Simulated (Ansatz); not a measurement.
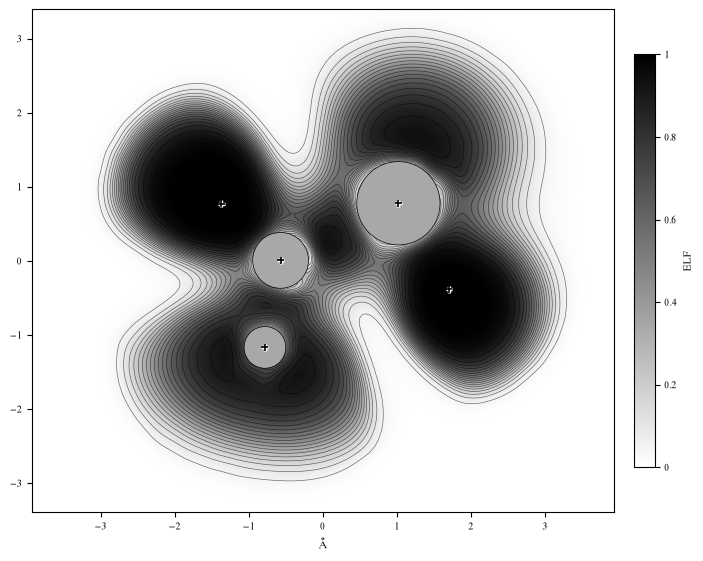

The electron localisation function on a plane through atoms (crosses mark nuclei in the plane; grey discs cover the cores).

Level of theory: Ansatz 0.2.0, RKS PBE0-D4/def2-TZVPP.

Candidates:
A. GeH4OS
B. CH2OS
C. AlH5O

Q: Which system is this?

A: Candidate B: CH2OS on the molecular plane, which holds H, O, C and S. C–O (1.19 Å): the ELF peaks at about 0.85 between the atoms (a multiple bond). C–S (1.77 Å): the ELF peaks at about 0.90 between the atoms; localised, covalent bonding.
